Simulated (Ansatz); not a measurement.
**CHPSn (SMILES P#[C][SnH]): density, localisation and related maps**

| atom | x (Å) | y (Å) | z (Å) |
| --- | --- | --- | --- |
| C | 0.4197 | 0.3828 | 2.2296 |
| P | 0.9292 | 1.7122 | 2.8907 |
| Sn | -0.5090 | -1.3128 | 1.2908 |
| H | 0.9776 | -2.2788 | 1.4726 |

Geometry: r2SCAN-D4/def2-SVP; core potentials replace the inner electrons of Sn.

Theory: isolated molecule in a Gaussian basis; Kohn-Sham density functional theory, functional PBE0 in Ansatz 0.2.0.

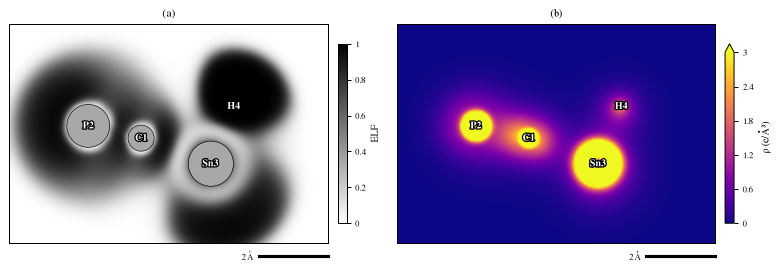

Figure 1. (a) electron localisation function; (b) electron density on the molecular plane. Grey discs cover the atomic cores in the ELF map.

Describe what can be read from this map.

Answer. The plane passes through C, P, Sn and H nuclei. C–P (1.57 Å): ρ at the midpoint is about 1.6 e/Å³; the ELF peaks at about 0.85 between the atoms (localised, covalent bonding). C–Sn (2.15 Å): ρ at the midpoint is about 0.67 e/Å³; the ELF peaks at about 0.95 in the valence shell of C, 0.7 Å from its nucleus, and drops to about 0.15 between the two atoms. Sn–H (1.78 Å): ρ is about 0.98 e/Å³ halfway; the ELF climbs to about 1 towards the hydrogen. The ELF also peaks beside P2, away from the bonds: lone-pair regions.

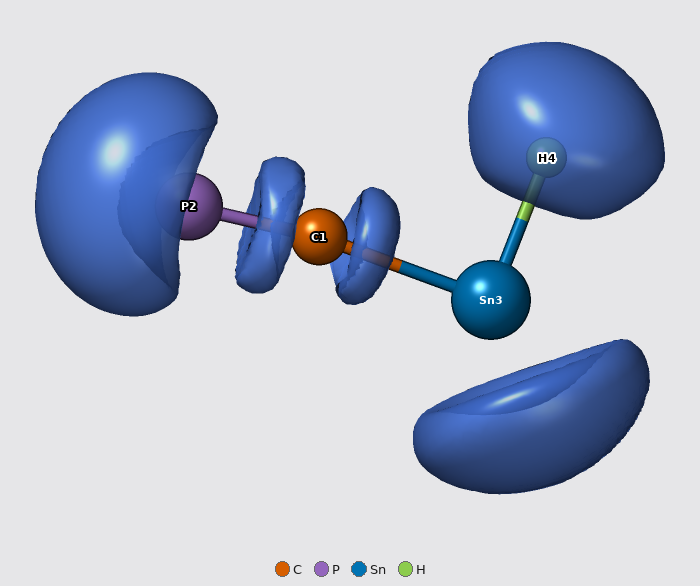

Figure 2. Isosurface of the ELF at 0.8 (blue), seen across its widest extent. Core shells and regions of very low density are left out.

Identify the bonds, lone pairs and shells in this picture.

Answer. The surface consists of one region between bonded C–P atoms (shared pairs), one region around a hydrogen nucleus, one lobe of the valence shell of C pointing towards Sn (polar bonds), one lobe on P, pointing away from the bonds (lone pairs) and one lobe on Sn, pointing away from the bonds (lone pairs).

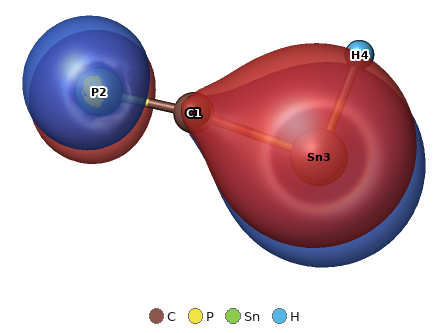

Figure 3. The LUMO at ±0.08 Å⁻³ᐟ² (blue and red are the two phases), seen across its widest extent.

What is the character of this orbital?

Answer. By Hirshfeld shares it lies mainly on Sn3 (about 70 %), P2 (about 20 %) and C1 (about 5 %); it changes sign across the molecular plane (π type). Its energy is −3.26 eV.
